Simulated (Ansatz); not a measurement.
## Geometry relaxation of Si2NH9O (part 2 of 2)

The same run, continued: Si2NH9O; RHF/6-31G* (Ansatz 0.2.0). The input holds or restrains some coordinates. It belongs to a series of runs on one base structure; here: pulled along the bonds that form and break, towards end A.

Geometry of the input (Å):
```
Si 0.0000  0.0000  0.0000
O  0.0000  0.0000  2.0300
H  -0.9095  -0.2814  2.3671
H  1.3768  0.0000  -0.4862
H  -0.6877  1.1914  -0.4862
H  -0.6877  -1.1914  -0.4862
N  1.1065  -1.6802  0.6685
H  0.6674  -2.6449  0.6516
Si 2.8104  -1.4665  1.2714
H  3.5113  -2.7460  1.2153
H  3.5057  -0.4944  0.4329
H  2.7829  -0.9874  2.6503
H  0.6843  -1.0392  1.7311
```

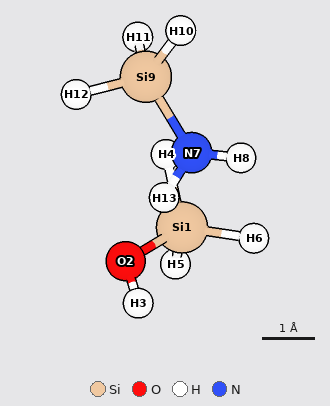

The geometry at step 7 of the log (ball-and-stick view, seen at an oblique angle; atoms are numbered from 1 in the order of the input).

Trajectory as extended XYZ, continued:
```
13
Properties=species:S:1:pos:R:3:forces:R:3 step=2 energy=-19382.95253
Si   -0.0675    0.1020    0.0247    1.7611  -3.0476   2.1654
O    -0.0997    0.1276    1.9504   -1.7785  -0.0002  -2.4367
H    -0.9045   -0.2695    2.3632    1.4073   0.9797  -1.0540
H     1.3534    0.0326   -0.4871   -1.1210   1.3841   0.1971
H    -0.7099    1.2248   -0.4847   -1.1702   1.8068  -0.2207
H    -0.7017   -1.1653   -0.4849   -0.5485   1.1212   0.1664
N     1.1949   -1.8173    0.7750   -0.6722   2.3548   4.3357
H     0.6783   -2.6702    0.6622    0.7680  -0.1112   0.2753
Si    2.8337   -1.4829    1.2757   -0.3075  -1.3345  -0.4329
H     3.5206   -2.7542    1.2172    0.8153  -0.4173   0.0896
H     3.5063   -0.4925    0.4318    0.0255   0.1283  -0.1140
H     2.7862   -0.9861    2.6533    0.2079   0.1605   0.1608
H     0.7703   -1.1890    1.6627    0.6128  -3.0248  -3.1321
13
Properties=species:S:1:pos:R:3:forces:R:3 step=3 energy=-19383.69180
Si   -0.1355    0.1938    0.0614    2.7070  -4.5560   2.1061
O    -0.1892    0.2481    1.8674   -1.3455  -0.5961  -1.8518
H    -0.8949   -0.2560    2.3438    1.3270   1.1507  -1.3475
H     1.3262    0.0465   -0.4741   -1.7037   1.2804   0.6394
H    -0.7340    1.2634   -0.4972   -1.7221   2.7898  -0.9837
H    -0.7018   -1.1435   -0.4760   -0.3460   1.5338   0.4999
N     1.2626   -1.9081    0.8657   -0.9440   1.3680   1.8984
H     0.6876   -2.6869    0.6656    0.5623  -0.6608  -0.1448
Si    2.8474   -1.5016    1.2778    1.0236  -0.9329  -0.1341
H     3.5377   -2.7615    1.2180    1.1452  -0.5102   0.0857
H     3.5046   -0.4924    0.4303   -0.0350  -0.0021  -0.0719
H     2.7902   -0.9842    2.6536    0.2128   0.1308   0.0579
H     0.8596   -1.3575    1.6232   -0.8817  -0.9953  -0.7536
13
Properties=species:S:1:pos:R:3:forces:R:3 step=4 energy=-19384.70826
Si   -0.1992    0.2536    0.0581    1.7412  -2.3811   0.3191
O    -0.2743    0.3580    1.7361   -0.7628  -0.6404   0.0425
H    -0.8670   -0.2105    2.2553    0.7099   0.8794  -0.9491
H     1.2341    0.1368   -0.4282   -0.9570   0.7988   0.3919
H    -0.8095    1.3681   -0.5364   -0.9105   1.2931  -0.5558
H    -0.7475   -1.0613   -0.4463   -0.4300   0.8543   0.2747
N     1.3348   -2.0477    0.9842   -1.7484   0.8647   1.2983
H     0.7368   -2.7698    0.6444    0.8448  -0.1600  -0.2473
Si    2.9132   -1.5617    1.2916    0.7666  -0.3200  -0.0826
H     3.6522   -2.7987    1.2229    1.1249  -0.3076   0.0634
H     3.5010   -0.5067    0.4301   -0.0327  -0.2427  -0.0435
H     2.8229   -0.9868    2.6514    0.3316  -0.0303  -0.0260
H     0.8629   -1.5135    1.6964   -0.6776  -0.6082  -0.4857
13
Properties=species:S:1:pos:R:3:forces:R:3 step=5 energy=-19385.35357
Si   -0.1982    0.2540    0.0127   -0.2774   0.0194   0.2119
O    -0.2831    0.3762    1.6726   -0.2123  -0.3737   0.2075
H    -0.8828   -0.1651    2.1849    0.2463   0.4643  -0.5051
H     1.1952    0.2978   -0.4298   -0.0364   0.0820  -0.0169
H    -0.8873    1.4120   -0.5620   -0.1645   0.1581  -0.1245
H    -0.8881   -0.9744   -0.4462    0.0356   0.1440  -0.0132
N     1.3330   -2.1192    1.0820   -1.3921   1.1114   1.4670
H     0.7866   -2.8215    0.6233    0.7877   0.0514  -0.0754
Si    2.9532   -1.6226    1.3294    0.4241  -0.4836  -0.1534
H     3.8460   -2.8004    1.2440    0.1109   0.1446   0.0715
H     3.4952   -0.5787    0.4261   -0.1256  -0.1750  -0.0820
H     2.9299   -1.0146    2.6752    0.1739  -0.0990  -0.0032
H     0.7609   -1.5836    1.7475    0.4298  -1.0441  -0.9842
13
Properties=species:S:1:pos:R:3:forces:R:3 step=6 energy=-19385.56370
Si   -0.2650    0.2754   -0.0191   -0.2083   0.1375   0.2530
O    -0.3082    0.3479    1.6465   -0.2389  -0.1668   0.0381
H    -0.9877   -0.1256    2.1190    0.1742   0.3529  -0.3369
H     1.1106    0.3752   -0.5078   -0.0063   0.0526   0.0343
H    -1.0139    1.4263   -0.5574   -0.0863   0.0093  -0.0441
H    -0.9290   -0.9595   -0.4899    0.0218   0.0603  -0.0286
N     1.3567   -2.0116    1.1339   -1.1018   0.2929   1.0418
H     0.9183   -2.7225    0.5836    0.2166   0.1231   0.2229
Si    3.0113   -1.6813    1.3776    0.5821   0.0663  -0.0540
H     3.8488   -2.8991    1.2539   -0.0481   0.0733   0.0549
H     3.5624   -0.6792    0.4384    0.0326  -0.0732  -0.0262
H     3.1008   -1.0998    2.7343    0.1215  -0.0959  -0.0341
H     0.7553   -1.5862    1.8465    0.5410  -0.8322  -1.1210
13
Properties=species:S:1:pos:R:3:forces:R:3 step=7 energy=-19385.67032
Si   -0.2996    0.3066   -0.0185   -0.1951   0.1268   0.1669
O    -0.3918    0.3138    1.6483   -0.2525  -0.1116  -0.0881
H    -1.1662   -0.0680    2.0497    0.1724   0.2730  -0.1975
H     1.0847    0.5133   -0.4479   -0.0173   0.0337   0.0543
H    -1.1051    1.4292   -0.5505   -0.0301  -0.0169   0.0215
H    -0.8848   -0.9343   -0.5662    0.0341   0.0364  -0.0118
N     1.3707   -1.9465    1.1257   -0.7639  -0.1144   0.8094
H     1.0081   -2.7963    0.7288    0.1949   0.2981   0.1884
Si    3.0636   -1.7034    1.3703    0.1824  -0.0077   0.0129
H     3.8145   -2.9757    1.2625   -0.0604   0.0113  -0.0069
H     3.6505   -0.7707    0.3861   -0.0007  -0.0172   0.0141
H     3.2622   -1.1354    2.7202    0.0287   0.0025  -0.0438
H     0.7535   -1.5726    1.8511    0.7075  -0.5140  -0.9195
13
Properties=species:S:1:pos:R:3:forces:R:3 step=8 energy=-19385.68440
Si   -0.3113    0.2987   -0.0022   -0.3288   0.4122   0.1910
O    -0.4455    0.3001    1.6672   -0.9441  -0.4188   0.0473
H    -1.3113    0.0578    2.0247    0.9730   0.4083  -0.4305
H     1.0765    0.5567   -0.3873   -0.0120  -0.0178   0.0489
H    -1.1370    1.4166   -0.5321    0.0358  -0.0914   0.0371
H    -0.8718   -0.9334   -0.5836    0.0643  -0.0358  -0.0131
N     1.3978   -1.9460    1.0939   -0.7861  -0.2103   0.9333
H     1.0832   -2.8533    0.7786    0.1158   0.5253   0.2128
Si    3.1000   -1.7233    1.3684   -0.0590   0.0671  -0.0610
H     3.8129   -3.0185    1.2663   -0.0588   0.0429   0.0193
H     3.6934   -0.8121    0.3699    0.0454  -0.0121   0.0137
H     3.3242   -1.1346    2.7061    0.0067  -0.0443  -0.0296
H     0.7495   -1.5487    1.7897    0.9477  -0.6252  -0.9692
13
Properties=species:S:1:pos:R:3:forces:R:3 step=9 energy=-19385.74409
Si   -0.3071    0.2979    0.0174   -0.0880  -0.0076   0.1527
O    -0.5323    0.2167    1.6713    0.1164   0.0886  -0.4142
H    -1.4286    0.2076    1.9632   -0.2372   0.0567   0.1449
H     1.0855    0.6743   -0.2304   -0.0184   0.0189  -0.0507
H    -1.1879    1.3491   -0.5543    0.0136  -0.0291   0.1243
H    -0.6891   -0.9691   -0.6298   -0.0075   0.0849  -0.0868
N     1.3939   -1.9499    1.1301   -0.2113   0.4720   0.9831
H     1.0604   -2.8431    0.8396   -0.1049  -0.0585   0.0029
Si    3.1058   -1.7338    1.3254   -0.0433  -0.1408   0.0113
H     3.7787   -3.0475    1.2219    0.0324   0.0169  -0.0173
H     3.6980   -0.8512    0.3006   -0.0213   0.0087   0.0052
H     3.3883   -1.1500    2.6529    0.0080   0.0283  -0.0259
H     0.7948   -1.5411    1.8518    0.5616  -0.5391  -0.8295
13
Properties=species:S:1:pos:R:3:forces:R:3 step=10 energy=-19385.76001
Si   -0.3003    0.2628    0.0046   -0.4528   0.3732   0.3390
O    -0.5786    0.1691    1.6495    0.1449  -0.2416  -0.1270
H    -1.4539    0.3358    1.9729    0.0928   0.0603  -0.1738
H     1.0760    0.6957   -0.2434    0.0104  -0.0529  -0.0007
H    -1.2202    1.3252   -0.4643    0.0138   0.0253  -0.1717
H    -0.6605   -0.9597   -0.7297    0.0491  -0.0230   0.0206
N     1.4116   -1.9530    1.1578   -0.6714   0.2209   0.8506
H     1.0647   -2.8350    0.8402   -0.0118   0.0531  -0.0040
Si    3.1201   -1.7502    1.3344    0.0983   0.0465   0.0257
H     3.8029   -3.0576    1.2226   -0.0163  -0.0022  -0.0014
H     3.6910   -0.8665    0.2990    0.0147  -0.0021  -0.0119
H     3.4200   -1.1502    2.6501    0.0074  -0.0037   0.0032
H     0.7876   -1.5564    1.8659    0.7209  -0.4538  -0.7486
13
Properties=species:S:1:pos:R:3:forces:R:3 step=11 energy=-19385.78445
Si   -0.3212    0.2367    0.0213    0.0684   0.0763   0.0549
O    -0.6563    0.0155    1.6423   -0.5316   0.4097  -0.1760
H    -1.4029    0.5273    1.9475    0.3831  -0.2906  -0.0307
H     1.0573    0.7045   -0.1685   -0.0362   0.0108  -0.0408
H    -1.2296    1.3054   -0.4743    0.0046  -0.0508   0.1035
H    -0.5974   -0.9637   -0.7808   -0.0197   0.0006   0.0187
N     1.4119   -1.9520    1.1882   -0.5093   0.3281   0.9227
H     1.0419   -2.7901    0.7960    0.0057  -0.0938  -0.0605
Si    3.1269   -1.7471    1.3284   -0.0892  -0.0461  -0.0277
H     3.8103   -3.0536    1.2161    0.0283  -0.0010   0.0055
H     3.6750   -0.8730    0.2732    0.0226   0.0007  -0.0138
H     3.4417   -1.1352    2.6337   -0.0048   0.0061   0.0151
H     0.8027   -1.6147    1.9365    0.6782  -0.3501  -0.7709
13
Properties=species:S:1:pos:R:3:forces:R:3 step=12 energy=-19385.79034
Si   -0.3531    0.2476    0.0154   -0.0994   0.1255   0.2367
O    -0.6743    0.0164    1.6390   -0.0521   0.0723  -0.2742
H    -1.4187    0.4970    1.9745    0.0553  -0.0269  -0.0032
H     0.9930    0.7832   -0.2072    0.0277   0.0059   0.0019
H    -1.3211    1.2714   -0.4493   -0.0236  -0.0181  -0.0137
H    -0.5789   -0.9696   -0.7749   -0.0337  -0.0079  -0.0084
N     1.4417   -1.8951    1.1680   -0.5347   0.2032   0.8426
H     1.0396   -2.6844    0.7041    0.0003   0.0532   0.0667
Si    3.1602   -1.7868    1.3447   -0.0156   0.0134  -0.0138
H     3.7952   -3.1241    1.3068   -0.0078   0.0167   0.0236
H     3.7868   -0.9880    0.2705   -0.0077  -0.0128   0.0137
H     3.4506   -1.1364    2.6379    0.0186  -0.0032  -0.0144
H     0.8394   -1.5712    1.9298    0.6728  -0.4214  -0.8574
```
